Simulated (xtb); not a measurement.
# Frequency calculation of BSiH3SClF

System: BSiH3SClF.
Method: GFN1-xTB (xtb 6.7.1).

The geometry was optimised with GFN1-xTB.

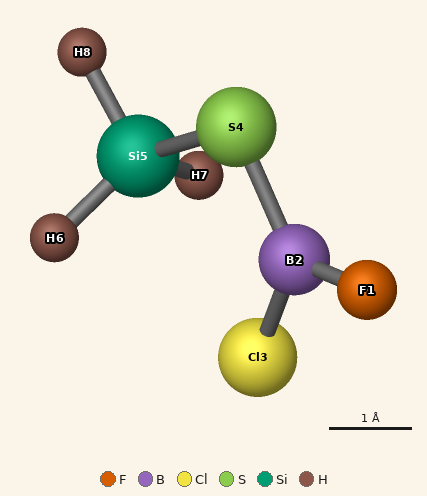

The input geometry (ball-and-stick view, seen at a tilt; atoms are numbered from 1 in the order of the input).

## Input (coord)
```
$coord
      4.316153365907     -3.557182662473      0.662783643690  f
      2.306845372114     -2.055190544098      0.493785436365  b
     -0.227882073369     -2.684412651815      2.562714289389  cl
      2.161223076951      0.470787469428     -1.704136121926  s
     -1.491504138383      1.639979919995     -0.600630551451  si
     -1.644779824352      2.589302735962      1.960061730984  h
     -3.461505828783     -0.187838776788     -1.110705427010  h
     -1.958531052823      3.784573407049     -2.263835205518  h
$end
```

## File input.inp
```
$chrg 0
$spin 0
$hess
   sccacc=3
$end
```

Launched with:
```bash
xtb coord --input input.inp --gfn 1 --hess > coord.out
```

## Output
```
* xtb version 6.7.1
   ID    Z sym.   atoms
    1    9 f      1
    2    5 b      2
    3   17 cl     3
    4   16 s      4
    5   14 si     5
    6    1 h      6-8

           -------------------------------------------------
          |                Calculation Setup                |
           -------------------------------------------------

          program call               : xtb coord --input input.inp --gfn 1 --hess
          coordinate file            : coord
          omp threads                :                     1

           -------------------------------------------------
          |                 G F N 1 - x T B                 |
           -------------------------------------------------

      * Hamiltonian:
        H0-scaling (s, p, d)           1.850000    2.250000    2.000000
        zeta-weighting                 0.000000
      * Dispersion:
        s8                             2.400000
        a1                             0.630000
        a2                             5.000000
        s9                             0.000000
      * Repulsion:
        kExp                           1.500000
        rExp                           1.000000
      * Coulomb:
        alpha                          2.000000
        third order                    atomic
        anisotropic                    false
      * Halogen bond correction:
        rad-scale                      1.300000
        damping                        0.440000

          ...................................................
          :                      SETUP                      :
          :.................................................:
          :  # basis functions                  44          :
          :  # atomic orbitals                  41          :
          :  # shells                           19          :
          :  # electrons                        30          :
          :  # halogen bonds                     1          :
          :  max. iterations                   250          :
          :  Hamiltonian                  GFN1-xTB          :
          :  restarted?                      false          :
          :  GBSA solvation                  false          :
          :  PC potential                    false          :
          :  electronic temp.          300.0000000     K    :
          :  accuracy                    1.0000000          :
          :  -> integral cutoff          0.2500000E+02      :
          :  -> integral neglect         0.1000000E-07      :
          :  -> SCF convergence          0.1000000E-05 Eh   :
          :  -> wf. convergence          0.2000000E-04 e    :
          :  Broyden damping             0.4000000          :
          :  net charge                          0          :
          :  unpaired electrons                  0          :
          ...................................................

 iter      E             dE          RMSdq      gap      omega  full diag
   1    -18.1145838 -0.181146E+02  0.685E+00    6.52       0.0  T
   2    -18.2198473 -0.105264E+00  0.363E+00    5.51       1.0  T
   3    -18.2221815 -0.233422E-02  0.133E+00    5.32       1.0  T
   4    -18.2223088 -0.127337E-03  0.184E-01    5.37       1.0  T
   5    -18.2223886 -0.797592E-04  0.840E-02    5.30       1.0  T
   6    -18.2224370 -0.484022E-04  0.157E-02    5.34       2.3  T
   7    -18.2224381 -0.107250E-05  0.533E-03    5.34       6.6  T
   8    -18.2224380  0.186120E-07  0.389E-03    5.34       9.1  T
   9    -18.2224381 -0.396823E-07  0.326E-03    5.35      10.9  T
  10    -18.2224382 -0.857401E-07  0.460E-05    5.34     768.7  T
  11    -18.2224382 -0.110774E-10  0.160E-05    5.34    2215.0  T

   *** convergence criteria satisfied after 11 iterations ***

         #    Occupation            Energy/Eh            Energy/eV
      -------------------------------------------------------------
         1        2.0000           -0.9436341             -25.6776
       ...           ...                  ...                  ...
         9        2.0000           -0.5101298             -13.8813
        10        2.0000           -0.5073890             -13.8068
        11        2.0000           -0.4828102             -13.1379
        12        2.0000           -0.4741954             -12.9035
        13        2.0000           -0.4651188             -12.6565
        14        2.0000           -0.4602452             -12.5239
        15        2.0000           -0.4563156             -12.4170 (HOMO)
        16                         -0.2599268              -7.0730 (LUMO)
        17                         -0.2010021              -5.4695
        18                         -0.1907537              -5.1907
        19                         -0.1539010              -4.1879
        20                         -0.1410766              -3.8389
       ...                                ...                  ...
        41                          1.5726868              42.7950
      -------------------------------------------------------------
                  HL-Gap            0.1963887 Eh            5.3440 eV
             Fermi-level           -0.3581212 Eh           -9.7450 eV

 SCC (total)                   0 d,  0 h,  0 min,  0.009 sec
 SCC setup                      ...        0 min,  0.000 sec (  0.829%)
 Dispersion                     ...        0 min,  0.000 sec (  0.335%)
 classical contributions        ...        0 min,  0.000 sec (  0.159%)
 integral evaluation            ...        0 min,  0.002 sec ( 24.567%)
 iterations                     ...        0 min,  0.003 sec ( 27.931%)
 molecular gradient             ...        0 min,  0.004 sec ( 44.854%)
 printout                       ...        0 min,  0.000 sec (  1.245%)

         :::::::::::::::::::::::::::::::::::::::::::::::::::::
         ::                     SUMMARY                     ::
         :::::::::::::::::::::::::::::::::::::::::::::::::::::
         :: total energy             -18.137409328883 Eh    ::
         :: gradient norm              0.000033533132 Eh/a0 ::
         :: HOMO-LUMO gap              5.344009415756 eV    ::
         ::.................................................::
         :: SCC energy               -18.222438172131 Eh    ::
         :: -> electrostatic           0.028431794044 Eh    ::
         :: repulsion energy           0.088504949502 Eh    ::
         :: dispersion energy         -0.003476106254 Eh    ::
         :: halogen bond corr.         0.000000000000 Eh    ::
         :: add. restraining           0.000000000000 Eh    ::
         :: total charge               0.000000000000 e     ::
         :::::::::::::::::::::::::::::::::::::::::::::::::::::

           -------------------------------------------------
          |                Numerical Hessian                |
           -------------------------------------------------
step length          :   0.00500
SCC accuracy         :   3.00000
Hessian scale factor :   1.00000
frozen atoms in %    :   0.00000    0
RMS gradient         :   0.00003
estimated CPU  time      0.01 min

writing file <hessian>.

 projected vibrational frequencies (cm⁻¹)
eigval :       -0.00    -0.00     0.00     0.00     0.00     0.00
eigval :       73.41   111.79   251.96   313.61   329.27   419.18
eigval :      538.45   558.49   576.74   608.80   823.25   895.85
eigval :      940.14   944.50  1233.59  2193.40  2233.37  2237.21
           -------------------------------------------------
          |                Property Printout                |
           -------------------------------------------------

    * Orbital Energies and Occupations

         #    Occupation            Energy/Eh            Energy/eV
      -------------------------------------------------------------
         1        2.0000           -0.9436338             -25.6776
       ...           ...                  ...                  ...
         3        2.0000           -0.8717991             -23.7229
         4        2.0000           -0.6309688             -17.1695
         5        2.0000           -0.6246736             -16.9982
         6        2.0000           -0.5838459             -15.8873
         7        2.0000           -0.5820604             -15.8387
         8        2.0000           -0.5599585             -15.2372
         9        2.0000           -0.5101297             -13.8813
        10        2.0000           -0.5073888             -13.8068
        11        2.0000           -0.4828101             -13.1379
        12        2.0000           -0.4741954             -12.9035
        13        2.0000           -0.4651188             -12.6565
        14        2.0000           -0.4602452             -12.5239
        15        2.0000           -0.4563155             -12.4170 (HOMO)
        16                         -0.2599268              -7.0730 (LUMO)
        17                         -0.2010020              -5.4695
        18                         -0.1907538              -5.1907
        19                         -0.1539011              -4.1879
        20                         -0.1410767              -3.8389
        21                         -0.1209846              -3.2922
        22                         -0.0867688              -2.3611
        23                         -0.0854132              -2.3242
        24                         -0.0710950              -1.9346
        25                         -0.0626858              -1.7058
        26                         -0.0600605              -1.6343
       ...                                ...                  ...
        41                          1.5726867              42.7950
      -------------------------------------------------------------
                  HL-Gap            0.1963887 Eh            5.3440 eV
             Fermi-level           -0.3581211 Eh           -9.7450 eV

  Mulliken/CM5 charges         n(s)   n(p)   n(d)
     1f    -0.28143 -0.23066   1.799  5.483  0.000
     2b     0.52355  0.33578   0.892  1.585  0.000
     3cl   -0.10118 -0.02488   1.924  5.193 -0.016
     4s    -0.16386 -0.08099   1.880  4.298 -0.015
     5si    0.24563 -0.04316   1.243  1.836  0.676
     6h    -0.07368  0.01614   1.074  0.000  0.000
     7h    -0.07368  0.01614   1.074  0.000  0.000
     8h    -0.07534  0.01164   1.075  0.000  0.000

Wiberg/Mayer (AO) data.
largest (>0.10) Wiberg bond orders for each atom

 ---------------------------------------------------------------------------
     #   Z sym  total        # sym  WBO       # sym  WBO       # sym  WBO
 ---------------------------------------------------------------------------
     1   9 f    1.144 --     2 b    1.040
     2   5 b    3.292 --     4 s    1.135     1 f    1.040     3 cl   1.020
     3  17 cl   1.343 --     2 b    1.020     5 si   0.208
     4  16 s    2.498 --     5 si   1.217     2 b    1.135
     5  14 si   4.351 --     4 s    1.217     8 h    0.940     6 h    0.940
                             7 h    0.940     3 cl   0.208
     6   1 h    0.992 --     5 si   0.940
     7   1 h    0.992 --     5 si   0.940
     8   1 h    0.987 --     5 si   0.940
 ---------------------------------------------------------------------------

Topologies differ in total number of bonds
Writing topology from bond orders to xtbtopo.mol

 dipole moment from electron density (au)
     X       Y       Z
  -0.0629  -0.0400   0.0734  total (Debye):    0.266

           -------------------------------------------------
          |               Frequency Printout                |
           -------------------------------------------------
 projected vibrational frequencies (cm⁻¹)
eigval :       -0.00    -0.00     0.00     0.00     0.00     0.00
eigval :       73.41   111.79   251.96   313.61   329.27   419.18
eigval :      538.45   558.49   576.74   608.80   823.25   895.85
eigval :      940.14   944.50  1233.59  2193.40  2233.37  2237.21
 reduced masses (amu)
   1: 26.05   2: 25.53   3: 28.35   4: 27.73   5: 29.20   6: 26.48   7: 25.10   8: 29.53
   9: 25.01  10: 24.44  11:  2.09  12: 12.45  13: 26.27  14:  4.49  15: 28.53  16:  5.03
Molecule has the following symmetry elements: (sigma)
It seems to be the Cs point group
  17:  3.15  18:  1.94  19:  1.71  20: 13.49  21: 13.28  22:  1.86  23:  1.46  24:  2.13
 IR intensities (km·mol⁻¹)
   1:  0.00   2:  0.01   3:  0.00   4:  0.00   5:  0.01   6:  0.01   7:  0.45   8: 20.29
   9:  0.16  10: 23.73  11:  1.68  12: 39.91  13: 38.52  14:195.03  15: 73.40  16: 79.69
  17:348.94  18:393.91  19:171.46  20:587.94  21:490.14  22:242.83  23:112.87  24:350.47
 Raman intensities (Ä⁴*amu⁻¹)
   1:  0.00   2:  0.00   3:  0.00   4:  0.00   5:  0.00   6:  0.00   7:  0.00   8:  0.00
   9:  0.00  10:  0.00  11:  0.00  12:  0.00  13:  0.00  14:  0.00  15:  0.00  16:  0.00
  17:  0.00  18:  0.00  19:  0.00  20:  0.00  21:  0.00  22:  0.00  23:  0.00  24:  0.00
 output can be read by thermo (or use thermo option).
 writing <g98.out> molden fake output.
 recommended (thermochemical) frequency scaling factor: 1.0
           -------------------------------------------------
          |             Thermodynamic Functions             |
           -------------------------------------------------

cs  symmetry found (for desy threshold:  0.10E+00) used in thermo

          ...................................................
          :                      SETUP                      :
          :.................................................:
          :  # frequencies                          18      :
          :  # imaginary freq.                       0      :
          :  linear?                             false      :
          :  only rotor calc.                    false      :
          :  symmetry                               cs      :
          :  rotational number                       1      :
          :  scaling factor                  1.0000000      :
          :  rotor cutoff                   50.0000000 cm⁻¹ :
          :  imag. cutoff                  -20.0000000 cm⁻¹ :
          :.................................................:

    mode    ω/cm⁻¹     T·S(HO)/kcal·mol⁻¹    T·S(FR)/kcal·mol⁻¹   T·S(vib)
   ------------------------------------------------------------------------
       1     73.41    -1.21044 ( 82.29%)    -0.94253 ( 17.71%)    -1.16299
       2    111.79    -0.96529 ( 96.15%)    -0.81803 (  3.85%)    -0.95963
       3    251.96    -0.51187 ( 99.85%)    -0.57738 (  0.15%)    -0.51197
   ------------------------------------------------------------------------

   temp. (K)  partition function   enthalpy   heat capacity  entropy
                                   cal/mol     cal/K/mol   cal/K/mol   J/K/mol
 298.15  VIB   29.3                 2513.987     16.737     14.965
         ROT  0.295E+06              888.752      2.981     28.009
         INT  0.863E+07             3402.739     19.718     42.974
         TR   0.141E+28             1481.254      4.968     40.446
         TOT                        4883.9931    24.6862    83.4200   349.0293

       T/K    H(0)-H(T)+PV         H(T)/Eh          T*S/Eh         G(T)/Eh
   ------------------------------------------------------------------------
    298.15    0.778314E-02    0.426004E-01    0.396355E-01    0.296487E-02
   ------------------------------------------------------------------------

         :::::::::::::::::::::::::::::::::::::::::::::::::::::
         ::                  THERMODYNAMIC                  ::
         :::::::::::::::::::::::::::::::::::::::::::::::::::::
         :: total free energy         -18.134444456723 Eh   ::
         ::.................................................::
         :: total energy              -18.137409328884 Eh   ::
         :: zero point energy           0.034817268325 Eh   ::
         :: G(RRHO) w/o ZPVE           -0.031852396163 Eh   ::
         :: G(RRHO) contrib.            0.002964872161 Eh   ::
         :::::::::::::::::::::::::::::::::::::::::::::::::::::

           -------------------------------------------------
          | TOTAL ENERGY              -18.137409328884 Eh   |
          | TOTAL ENTHALPY            -18.094808922204 Eh   |
          | TOTAL FREE ENERGY         -18.134444456723 Eh   |
          | GRADIENT NORM               0.000033509310 Eh/α |
          | HOMO-LUMO GAP               5.344008732894 eV   |
           -------------------------------------------------

------------------------------------------------------------------------
------------------------------------------------------------------------
 total:
 *  cpu-time:     0 d,  0 h,  0 min,  0.355 sec
 * ratio c/w:     1.000 speedup
 SCF:
 *  cpu-time:     0 d,  0 h,  0 min,  0.009 sec
 * ratio c/w:     1.000 speedup
 analytical hessian:
 *  cpu-time:     0 d,  0 h,  0 min,  0.339 sec
 * ratio c/w:     1.000 speedup
```

## File vibspectrum
```
$vibrational spectrum
#  mode     symmetry     wave number   IR intensity    selection rules
#                         cm**(-1)      (km*mol⁻¹)        IR
     1                      -0.00         0.00000          -
     2                      -0.00         0.00000          -
     3                       0.00         0.00000          -
     4                       0.00         0.00000          -
     5                       0.00         0.00000          -
     6                       0.00         0.00000          -
     7        a             73.41         0.45120         YES
     8        a            111.79        20.28871         YES
     9        a            251.96         0.16213         YES
    10        a            313.61        23.73032         YES
    11        a            329.27         1.68418         YES
    12        a            419.18        39.91139         YES
    13        a            538.45        38.52399         YES
    14        a            558.49       195.02673         YES
    15        a            576.74        73.39501         YES
    16        a            608.80        79.69197         YES
    17        a            823.25       348.93924         YES
    18        a            895.85       393.90843         YES
    19        a            940.14       171.46014         YES
    20        a            944.50       587.94303         YES
    21        a           1233.59       490.13521         YES
    22        a           2193.40       242.83423         YES
    23        a           2233.37       112.87089         YES
    24        a           2237.21       350.47306         YES
$end
```

## Standard error
```
normal termination of xtb
```

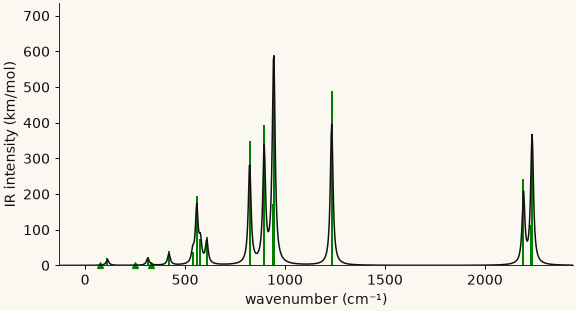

Harmonic infrared spectrum, unscaled: sticks (degenerate modes added up, dark ones marked on the axis) with a Lorentzian envelope of 16 cm⁻¹ full width, scaled to the tallest stick. 18 modes from 73 to 2237 cm⁻¹, none imaginary. The strongest line is at 944 cm⁻¹ (588 km/mol).

## Results in brief

```json
{"quantity": "outcome", "value": "converged"}
{"quantity": "electrons treated", "value": "30"}
{"quantity": "total energy", "value": "−18.137409 hartree"}
{"quantity": "dispersion energy", "value": "−0.003476 hartree"}
{"quantity": "basis functions", "value": "44"}
{"quantity": "HOMO", "value": "−12.42 eV"}
{"quantity": "LUMO", "value": "−7.07 eV"}
{"quantity": "zero-point energy", "value": "0.034817 hartree"}
{"quantity": "dipole moment", "value": "0.27 D"}
{"quantity": "wavenumbers, lowest and highest", "value": "73 and 2237 cm⁻¹"}
{"quantity": "hardware", "value": "1 thread of Intel Xeon (Sapphire Rapids), 16 GiB of memory available, shared host"}
{"quantity": "peak memory", "value": "0.071 GiB"}
```

## Notes

Settings chosen away from the usual ones: method = gfn1-xtb; task = frequencies; x = {"hess_scc_accuracy": 3}; geo = {"prev": "A"}. These settings are looser than, or depart from, a standard set-up, so the numbers are not reference values for this system.
